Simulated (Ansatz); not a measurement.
A series of calculations on CH$_{7}$NSSi

### Relaxation

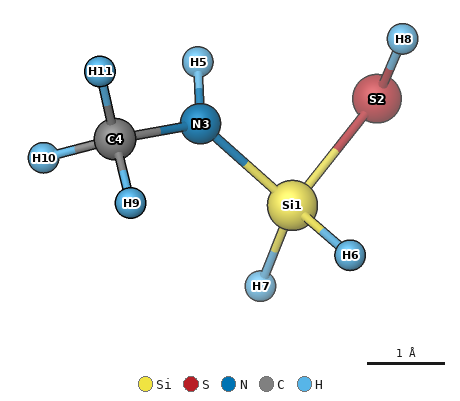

Starting structure of CH₇NSSi. A ball-and-stick model, seen from a free direction.

The run prepares an end point of a later path (reaction) calculation, from a guessed geometry.

Computed with RKS B3LYP/def2-SVP in Ansatz 0.2.0.

Input
```yaml
crystal:
  periodic: [false, false, false]
  atoms:
    - { symbol: Si, position_ang: [-0.060007, -1.153137, -0.555873] }
    - { symbol: S, position_ang: [1.862264, -2.02031, -0.09411] }
    - { symbol: "N", position_ang: [0.180665, 0.400956, 0.141689] }
    - { symbol: C, position_ang: [-0.677278, 1.564233, 0.239724] }
    - { symbol: H, position_ang: [1.184624, 0.549198, 0.237086] }
    - { symbol: H, position_ang: [-1.250244, -1.840298, 0.025998] }
    - { symbol: H, position_ang: [-0.14452, -1.248115, -2.045882] }
    - { symbol: H, position_ang: [1.691049, -1.909965, 1.243696] }
    - { symbol: H, position_ang: [-1.737373, 1.26228, 0.230136] }
    - { symbol: H, position_ang: [-0.534582, 2.270707, -0.600055] }
    - { symbol: H, position_ang: [-0.514697, 2.124451, 1.177592] }
basis:
  gaussian: { orbitals: def2-SVP }
hamiltonian:
  xc: b3lyp
relax:
  f_tol: 0.03
  max_steps: 50
```

Run as
```bash
ansatz run input.yaml --threads 2 --pin off --max-ram 3072MiB --backend cpu --events-out ev --progress --plain --runs-dir out
```

> What does the optimiser find from here?

The atom that moves furthest after the best rigid fit is H5 (0.57 Å). Largest moves by element: H 0.57 Å, S 0.43 Å, N 0.28 Å, Si 0.16 Å, C 0.08 Å. Near-neighbour distances that change, for instance: Si1–N3 1.720 → 1.727 Å, Si1–S2 2.159 → 2.163 Å, N3–C4 1.449 → 1.453 Å. Bond angles that change, for instance: S2–Si1–N3 98.7° → 110.7°, Si1–N3–H5 107.9° → 117.8°, N3–Si1–H6 111.7° → 105.6°. Groups turn about Si1–N3 by about 30°. After 11 geometry steps the energy has fallen by 0.148 eV. The largest force component goes from 0.53 to 0.02 eV/Å. The run took 19 s on 2 threads of INTEL(R) XEON(R) PLATINUM 8581C CPU @ 2.10GHz (Emerald Rapids) (shared host), peak memory 0.23 GiB.

The structure at the end:

```xyz
11

Si    0.0749   -1.0818   -0.5951
S     1.6795   -2.3634    0.0856
N     0.3219    0.5412   -0.0577
C    -0.7040    1.5087    0.2930
H     1.2478    0.9440   -0.1748
H    -1.2685   -1.4738   -0.0798
H     0.1111   -1.3246   -2.0698
H     1.5328   -2.0599    1.3974
H    -1.6473    0.9882    0.5234
H    -0.9230    2.2348   -0.5149
H    -0.4253    2.0866    1.1927
```

The end point in the same view:

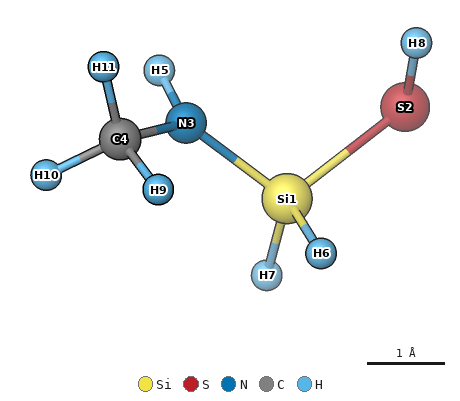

### Relaxation

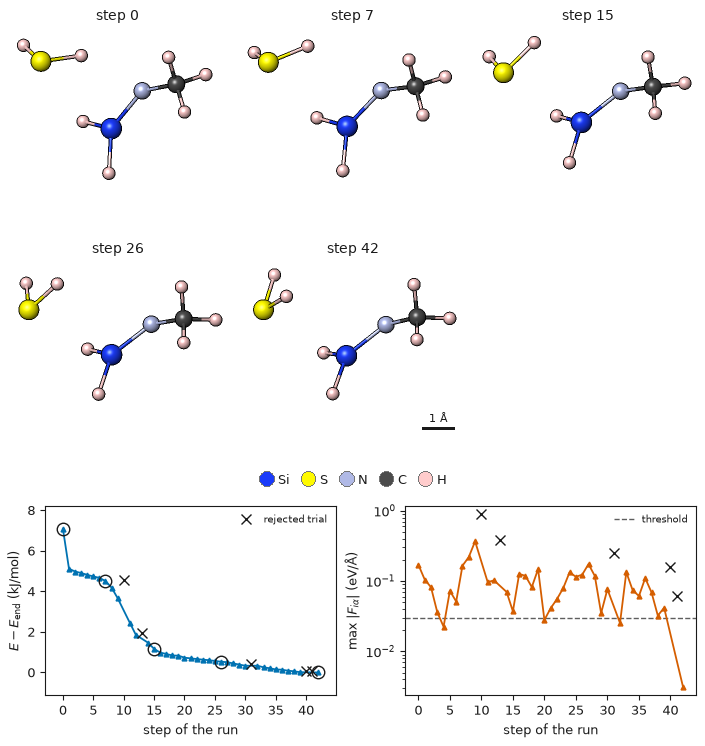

Frames of a relaxation of CH7NSSi, marked on the history of the run. A ball-and-stick model, seen at a tilt.

The run prepares an end point of a later path (reaction) calculation, from a guessed geometry.

All numbers below come from Ansatz 0.2.0, RKS B3LYP/def2-SVP. Settings: no spin polarisation; force threshold 0.03 eV/Å; at most 50 steps.

Q: Describe the path.

A: After 37 accepted moves (42 points after the start) the energy has fallen by 7.09 kJ/mol. Largest force component: 0.17 eV/Å at the start, 0.0031 eV/Å at the end. The line search rejected the trial steps at points 10, 13, 31, 40, 41 of the run. The forces were under the threshold at step 4, but the run went on from there. The atom that moves furthest after the best rigid fit is an H atom (1.43 Å). Largest moves by element: H 1.43 Å, S 0.78 Å, N 0.35 Å, C 0.23 Å, Si 0.18 Å. Among the contacts that change: S–Si 3.461 → 3.195 Å. From step 0 to 7: an H atom moves most (0.43 Å), energy −2.58 kJ/mol. From step 7 to 15: an H atom moves most (0.40 Å), energy −3.35 kJ/mol. From step 15 to 26: an H atom moves most (0.48 Å), energy −0.63 kJ/mol. From step 26 to 42: an H atom moves most (0.52 Å), energy −0.53 kJ/mol.

Limits of the set-up: the start holds two separate molecules, 2.3 Å apart at their closest, whose relative position is a soft coordinate and is computed without a dispersion correction.

### Path

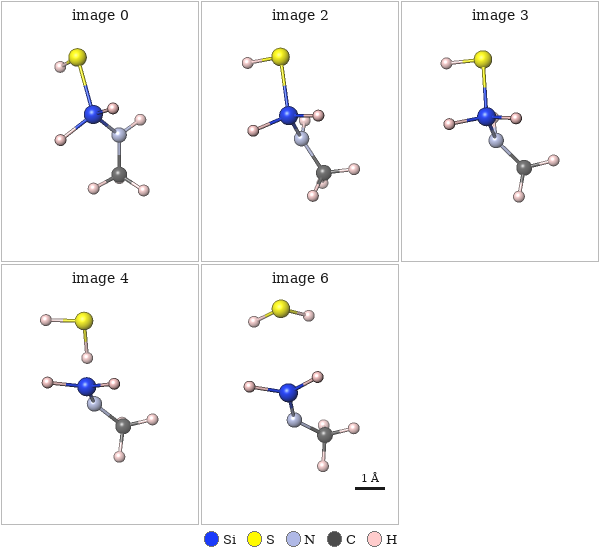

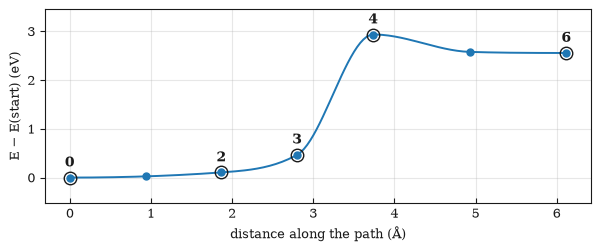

A search for the minimum-energy path of CH7NSSi by the nudged elastic band. Images are numbered from 0 (start) to 6 (end). The picture is a ball-and-stick view, seen from a free direction.

The calculation used RKS B3LYP/def2-SVP in Ansatz 0.2.0. Run with 5 movable images; climbing image; force threshold 0.05 eV/Å; iteration limit 60; starting path through a guess of the saddle point.

Q: Describe the mechanism and the energy profile.

A: Forward barrier 2.94 eV, backward barrier 0.38 eV, with image 4 at the top; the reaction energy is +2.56 eV. Breaking: H–N (1.02 → 3.80 Å), S–Si (2.16 → 3.19 Å). Forming: H–S (3.35 → 1.35 Å). The band converged in 19 iterations. The largest component of the band force went from 3.9 to 0.042 eV/Å. The climbing image converged on the top of the path. Its vibrational analysis gives 2 imaginary modes over 30i cm⁻¹, so it isn't confirmed as a transition state.

The run took 2.2 min on 2 threads of INTEL(R) XEON(R) PLATINUM 8581C CPU @ 2.10GHz (Emerald Rapids), with other jobs on the host, peak memory 0.24 GiB.
